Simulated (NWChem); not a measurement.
**One shape, several levels: [GeCl3]− (SMILES [Cl][Ge-]([Cl])[Cl])**

Wanted: a comparison of 4 runs (HF/def2-SVP, HF/def2-SVPD, M06-2X/6-311G**, PBE0/def2-SVP) of [GeCl3]−. 

The results are computed with NWChem 7.3.0.

## (1) Starting point

[GeCl3]− has 4 atoms, charge -1, and is taken as a singlet. SMILES: `[Cl][Ge-]([Cl])[Cl]`. Geometry: a GFN2-xTB relaxation, a rough one for these elements and not checked as a minimum.

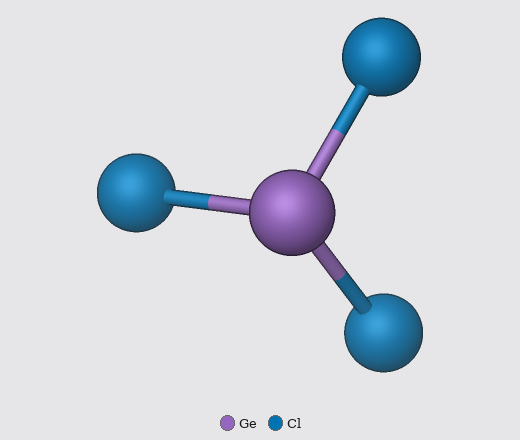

Viewed from a chosen angle; germanium purple, chlorine blue.

## (2) Energy and forces at HF/def2-SVP (run 1)

Contents of run.py:

```python
from ase import Atoms
from ase.calculators.nwchem import NWChem

atoms = Atoms(['Ge', 'Cl', 'Cl', 'Cl'], positions=[
    [-0.027940, -0.029210, 0.862750],
    [2.010860, -0.009880, -0.232880],
    [-0.954550, 1.764370, -0.268570],
    [-1.028380, -1.725280, -0.361300],
])

calc = NWChem(
    label='work',
    theory='scf',
    memory='2200 mb',
    basis='def2-SVP',
    basispar='spherical bse',
    charge=-1,
    scf={'nopen': '0', 'rhf': None, 'thresh': '1e-08', 'maxiter': '80'},
)
atoms.calc = calc

forces = atoms.get_forces()
print("Total energy (eV):", round(atoms.get_potential_energy(), 6))
print("forces (eV/A):")
for s, f in zip(atoms.symbols, forces):
    print(f"{s:2s} {f[0]:10.5f} {f[1]:10.5f} {f[2]:10.5f}")
print("dipole (e A):", atoms.get_dipole_moment().round(4))
```

Run with:

```
export ASE_NWCHEM_COMMAND="nwchem PREFIX.nwi > PREFIX.nwo"
python run.py
```

The program printed:

```text
Total energy (eV): -93970.944563
forces (eV/A):
Ge    0.01136    0.01352   -0.05194
Cl    0.00355   -0.03533    0.02031
Cl   -0.03440   -0.01044    0.01841
Cl    0.01949    0.03229    0.01322
dipole (e A): [-0.008  -0.0068  0.2762]
```

The calculator wrote work.nwi:

```
title "work"

permanent_dir work

scratch_dir work

start work

geometry units angstrom nocenter noautosym noautoz
  Ge -2.7940000000000000e-02 -2.9210000000000000e-02 8.6275000000000002e-01
  Cl 2.0108600000000001e+00 -9.8799999999999999e-03 -2.3288000000000000e-01
  Cl -9.5455000000000001e-01 1.7643700000000000e+00 -2.6856999999999998e-01
  Cl -1.0283800000000001e+00 -1.7252799999999999e+00 -3.6130000000000001e-01
end

charge -1

memory 2200 mb

basis spherical bse noprint
   * library def2-SVP
end

scf
  nopen 0
  rhf
  thresh 1e-08
  maxiter 80
end

task scf gradient
```

work.nwo:

```text
Northwest Computational Chemistry Package (NWChem) 7.3.0
             --------------------------------------------------------

           Job information
           ---------------

    nwchem branch   = 7.3.0
    use scalapack   = T
    input           = work.nwi
    prefix          = work.
    data base       = work/work.db
    status          = startup
    nproc           =        1

           Memory information
           ------------------

[... 5 lines left out ...]
    hardfail = no
[... 120 lines left out ...]
         Quadratically convergent ROHF
[... 16 lines left out ...]
       Final RHF  results
[... 4 lines left out ...]
      Two-electron energy =   1867.266511949291
[... 61 lines left out ...]
                       ROHF Final Molecular Orbital Analysis
[... 262 lines left out ...]
                 ----------------------------------------
                 |  Time  |  1-e(secs)   |  2-e(secs)   |
                 ----------------------------------------
                 |  CPU   |       0.00   |       1.32   |
                 ----------------------------------------
                 |  WALL  |       0.00   |       1.32   |
                 ----------------------------------------

 Task  times  cpu:        9.1s     wall:        9.1s
 Total times  cpu:        9.1s     wall:        9.1s
```

It took 9.9 s on 1 thread of AMD EPYC 9R45 (Zen 5), shared host; peak memory 0.1 GiB.

## (3) Energy and forces at HF/def2-SVPD (run 2)

Contents of cl3ge.nw:

```
start cl3ge
title "Cl3Ge"
memory 2200 mb
charge -1

geometry noautosym nocenter noautoz
   Ge      -0.027940      -0.029210       0.862750
   Cl       2.010860      -0.009880      -0.232880
   Cl      -0.954550       1.764370      -0.268570
   Cl      -1.028380      -1.725280      -0.361300
end

basis spherical bse
   * library def2-SVPD
end

scf
   thresh 1e-08
   maxiter 80
   print low
end

task scf gradient
```

Run with:

```
nwchem cl3ge.nw > cl3ge.out
```

The program printed:

```text
[...]
  functions       =   119
[...]
  wavefunction    = RHF
[...]
         Total SCF energy =  -3453.407014450786
      One-electron energy =  -5823.281543509669
      Two-electron energy =   1865.105731096361
 Nuclear repulsion energy =    504.768797962522
        Time for solution =     20.0s
[...]
                         RHF ENERGY GRADIENTS
    atom               coordinates                        gradient
                 x          y          z           x          y          z
   1 Ge     -0.052799  -0.055199   1.630361    0.000023  -0.000005  -0.006249
   2 Cl      3.799974  -0.018670  -0.440079   -0.003725   0.000615   0.001929
   3 Cl     -1.803838   3.334176  -0.507524    0.002290  -0.003026   0.002029
   4 Cl     -1.943356  -3.260306  -0.682758    0.001412   0.002416   0.002290
 Task  times  cpu:       24.3s     wall:       24.3s
 Total times  cpu:       24.3s     wall:       24.3s
```

Run time: 25 s. Hardware: 1 thread of AMD EPYC 9R45 (Zen 5), shared host; peak memory 0.1 GiB.

Run 3 isn't shown in full; the table further down has it.

## (4) Energy and gradient at PBE0/def2-SVP (run 4)

Contents of job.nw:

```
start job
memory 2200 mb
charge -1

geometry units angstroms noautosym nocenter noautoz
Ge   -0.027940   -0.029210    0.862750
Cl    2.010860   -0.009880   -0.232880
Cl   -0.954550    1.764370   -0.268570
Cl   -1.028380   -1.725280   -0.361300
end

basis "ao basis" spherical bse
* library def2-SVP
end

dft
xc pbe0
grid xfine
convergence energy 1e-08
iterations 100
mulliken
end

task dft gradient
```

Run with:

```
nwchem job.nw > job.out
```

The program printed:

```text
[...]
          Wavefunction type:  closed shell.
          No. of atoms     :     4
          No. of electrons :    84
[...]
          Charge           :    -1
          Spin multiplicity:     1
[...]
          AO basis - number of functions:    86
[...]
              XC Information
              --------------
                         PBE0 Method XC Functional
                     Hartree-Fock (Exact) Exchange  0.250
          PerdewBurkeErnzerhof Exchange Functional  0.750
            Perdew 1991 LDA Correlation Functional  1.000 local
           PerdewBurkeErnz. Correlation Functional  1.000 non-local
[...]
 d= 0,ls=0.0,diis     1  -3456.1903207080 -3.96D+03  3.05D-02  3.06D+00     1.1
[...]
 d= 0,ls=0.0,diis     8  -3456.4145802024 -1.89D-09  2.08D-06  4.10D-08     6.5
         Total DFT energy =    -3456.414580202436
      One electron energy =    -5825.738488790576
           Coulomb energy =     2027.989405392130
    Exchange-Corr. energy =     -163.434294766511
 Nuclear repulsion energy =      504.768797962522
[...]
  wavefunction    = closed shell
                         DFT ENERGY GRADIENTS
    atom               coordinates                        gradient
                 x          y          z           x          y          z
   1 Ge     -0.052799  -0.055199   1.630361   -0.000257  -0.000259   0.004191
   2 Cl      3.799974  -0.018670  -0.440079    0.000885   0.000570  -0.001408
   3 Cl     -1.803838   3.334176  -0.507524    0.000133   0.000980  -0.001389
   4 Cl     -1.943356  -3.260306  -0.682758   -0.000761  -0.001291  -0.001394
[...]
```

Run time: 9 s. Hardware: 1 thread of AMD EPYC 9R45 (Zen 5), shared host; peak memory 0.13 GiB.

## (5) The series

| run | level | iteration cap | module | energy (Eh) | largest force (eV/Å) | wall time |
| --- | --- | --- | --- | --- | --- | --- |
| 1 | HF/def2-SVP | 80 | scf | -3453.368545 | 0.055 | 9.9 s |
| 2 | HF/def2-SVPD | 80 | scf | -3453.407014 | 0.321 | 25 s |
| 3 | M06-2X/6-311G** | 100 | dft | -3457.802886 | 0.168 | 17 s |
| 4 | PBE0/def2-SVP | 100 | dft | -3456.414580 | 0.216 | 9 s |

## (6) Results

| quantity | value |
| --- | --- |
| run 4: total energy | -3456.41458 Eh |
| run 4: HOMO energy | -1.92 eV |
| run 4: LUMO energy | 4.76 eV |
| run 4: HOMO–LUMO gap (to an unbound level, set by the basis) | 6.68 eV |
| run 4: largest force on an atom | 0.216 eV/Å |

Totals of different functionals can't be ranked against each other. All runs together took 61 s, the longest 25 s.
